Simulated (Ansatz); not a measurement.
# doublet [AsH3]+: levels of theory compared

We compute a comparison of 6 runs (U-r2SCAN0/cc-pVTZ, U-revPBE/cc-pVTZ, U-wB97M-V/cc-pVTZ, UB3LYP/cc-pVTZ, UBLYP/cc-pVTZ, UCCSD(T)/cc-pVTZ) of doublet [AsH3]+. 

The calculation is run with Ansatz 0.2.0.

35 further runs of the same task are left out: 1 that didn't finish, 34 set aside as unsound or not needed.

## Step 1: The molecule

The species is [AsH3]+ (4 atoms), meant as a doublet with charge +1. As SMILES of the parent species, `[AsH3]`. The shape is that of a PBE0-D4/def2-TZVP optimisation. That shape belongs to the parent species and isn't relaxed for this state.

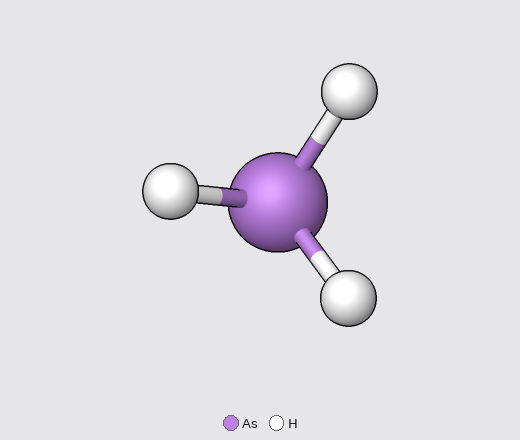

The structure, seen from a chosen angle (arsenic purple, hydrogen white).

## Step 2: A single-point energy at U-r2SCAN0/cc-pVTZ (run 1)

Input file in.yaml:

```yaml
crystal:
  periodic: [false, false, false]
  atoms:
    - symbol: As
      position_ang: [-0.215800, 0.487600, -0.346000]
    - symbol: H
      position_ang: [0.349900, 0.630300, 1.059400]
    - symbol: H
      position_ang: [-1.068000, -0.705500, 0.061100]
    - symbol: H
      position_ang: [0.933900, -0.412500, -0.774500]
basis:
  gaussian:
    orbitals: cc-pVTZ
magnetization:
  spin_polarized: true
  initial_magnetization: 1
hamiltonian:
  xc: {name: r2SCAN0}
accuracy: high
total_charge: 1
output: {orbitals: {seedname: orbitals}}
```

Started as:

```bash
$ ansatz run in.yaml --threads 1 --pin off --max-ram 3480MiB --events-out events.jsonl --progress --plain --runs-dir runs
```

The program printed:

```text
Warning: RAYON_NUM_THREADS=1 ignored (pool sized by the plan → 1); use --threads N
Functional definition: r2SCAN0
  name "r2SCAN0"
  parameter a = 0.25
  parameter k0 = 0.174
  parameter k1 = 0.065
  parameter a1 = 4.9479
  exchange = (1 - a)*r2scan_x(k0 = k0, k1 = k1, a1 = a1) + a*exact_x
  correlation = r2scan_c
1362 factors; integrals over basis functions are off by at most 4.0e-9 eV
mean field evaluation 1: about -60879.2394 eV, gradient 1.1e1 eV
mean field evaluation 2: about -60879.7533 eV, gradient 5.7e0 eV
mean field evaluation 4: about -60879.9037 eV, gradient 1.4e-1 eV
mean field evaluation 8: about -60879.9123 eV, gradient 6.6e-3 eV
mean field evaluation 16: about -60879.9123 eV, gradient 4.4e-6 eV
mean field -60879.91231668 eV, -2237.2955117511 hartree, gradient 5.1e-8 eV, S^2 0.753480; 0 other end points of the search recorded, 0 dependent functions left out
reference -60879.91231866 eV, -2237.2955118242 hartree; 18, 17 occupied and 67, 68 virtual orbitals, 1362 factors
Total energy: -60879.91231866 eV, -2237.2955118242 hartree
```

It took 11 s on 1 thread of Intel Xeon Platinum 8175M at 2.50GHz (Skylake/Cascade Lake), shared host; peak memory 0.34 GiB.

## Step 3: The energy at U-revPBE/cc-pVTZ (run 2)

Input file molecule.yaml:

```yaml
crystal:
  periodic: [false, false, false]
  atoms:
    - {symbol: As, position_ang: [-0.215800, 0.487600, -0.346000]}
    - {symbol: H, position_ang: [0.349900, 0.630300, 1.059400]}
    - {symbol: H, position_ang: [-1.068000, -0.705500, 0.061100]}
    - {symbol: H, position_ang: [0.933900, -0.412500, -0.774500]}
basis:
  gaussian:
    orbitals: cc-pVTZ
total_charge: 1
magnetization:
  spin_polarized: true
  initial_magnetization: 1
hamiltonian:
  xc: {name: revPBE}
accuracy: high
output:
  orbitals: {seedname: orbitals}
```

Started as:

```bash
$ ansatz run molecule.yaml --threads 1 --pin off --max-ram 3480MiB --events-out events.jsonl --progress --plain --runs-dir runs
```

The program printed:

```text
Warning: RAYON_NUM_THREADS=1 ignored (pool sized by the plan → 1); use --threads N
Functional definition: revPBE
  name "revPBE"
  parameter kappa = 1.245
  parameter beta = 0.06672455060314922
  exchange = pbe_x(kappa = kappa, mu = beta*pi^2/3)
  correlation = pbe_c(beta = beta)
1362 factors; integrals over basis functions are off by at most 4.0e-9 eV
mean field evaluation 1: about -60874.5825 eV, gradient 1.4e1 eV
mean field evaluation 2: about -60874.9906 eV, gradient 1.1e1 eV
mean field evaluation 4: about -60875.8669 eV, gradient 1.1e0 eV
mean field evaluation 8: about -60875.8611 eV, gradient 1.8e-3 eV
mean field evaluation 16: about -60875.8611 eV, gradient 2.4e-6 eV
mean field -60875.86108670 eV, -2237.1466317955 hartree, gradient 5.4e-8 eV, S^2 0.752107; 0 other end points of the search recorded, 0 dependent functions left out
reference -60875.86109034 eV, -2237.1466319292 hartree; 18, 17 occupied and 67, 68 virtual orbitals, 1362 factors
Total energy: -60875.86109034 eV, -2237.1466319292 hartree
```

Wall time 8.1 s (1 thread of Intel Xeon Platinum 8175M at 2.50GHz (Skylake/Cascade Lake), shared host); peak memory 0.2 GiB.

Runs 3 to 5 aren't shown in full; the table further down has their settings and results.

## Step 4: The energy at UCCSD(T)/cc-pVTZ (run 6)

Input file input.yaml:

```yaml
basis:
  gaussian:
    orbitals: cc-pVTZ
crystal:
  periodic: [false, false, false]
  atoms:
    - {symbol: As, position_ang: [-0.215800, 0.487600, -0.346000]}
    - {symbol: H, position_ang: [0.349900, 0.630300, 1.059400]}
    - {symbol: H, position_ang: [-1.068000, -0.705500, 0.061100]}
    - {symbol: H, position_ang: [0.933900, -0.412500, -0.774500]}
scf:
  omitted_lower_state_checks: [cluster_reference, increment]
magnetization:
  spin_polarized: true
  initial_magnetization: 1
accuracy: high
correlation:
  method: ccsd_t
  frozen_orbitals: {As: 9, H: 0}
total_charge: 1
```

Started as:

```bash
$ ansatz run input.yaml --threads 1 --pin off --max-ram 3480MiB --events-out events.jsonl --progress --plain --runs-dir runs
```

The program printed:

```text
Warning: RAYON_NUM_THREADS=1 ignored (pool sized by the plan → 1); use --threads N
[... 11 lines left out ...]
9 core orbitals not correlated: weight in the atoms' cores, before any rotation towards them, 1.000 or more for the frozen orbitals, at most 0.000 for the correlated occupied ones
[... 25 lines left out ...]
Total energy: -60840.71453978 eV, -2235.8550200195 hartree
Checks for a lower state left out: cluster_reference, increment
```

Wall time 40 s (1 thread of Intel Xeon Platinum 8175M at 2.50GHz (Skylake/Cascade Lake), shared host); peak memory 0.74 GiB.

## Step 5: All runs side by side

```tsv
run	level	frozen core orbitals	energy (Eh)	HOMO energy (eV)	LUMO energy (eV)	⟨S²⟩	wall time
1	U-r2SCAN0/cc-pVTZ	–	-2237.295512	-17.33	-12.63	0.753	11 s
2	U-revPBE/cc-pVTZ	–	-2237.146632	-15.67	-13.93	0.752	8.1 s
3	U-wB97M-V/cc-pVTZ	–	-2237.181042	-19.08	-10.84	0.751	42 s
4	UB3LYP/cc-pVTZ	–	-2237.365919	-16.66	-13.42	0.752	8.1 s
5	UBLYP/cc-pVTZ	–	-2237.364079	-15.47	-14.15	0.751	5.7 s
6	UCCSD(T)/cc-pVTZ	9	-2235.855020	–	–	0.755	40 s
```

## Step 6: Summary of results

| quantity | value |
| --- | --- |
| run 6: total energy | -2235.85502 Eh |
| run 6: correlation energy (9 core orbitals frozen) | -227.6 mEh |
| run 6: (T) correction | -7.44 mEh |
| run 6: ⟨S²⟩ of the reference determinant | 0.755 |
| run 6: T1 diagnostic | 0.011 |

Totals of different functionals can't be ranked against each other. All runs together took 1.9 min, the longest 42 s.
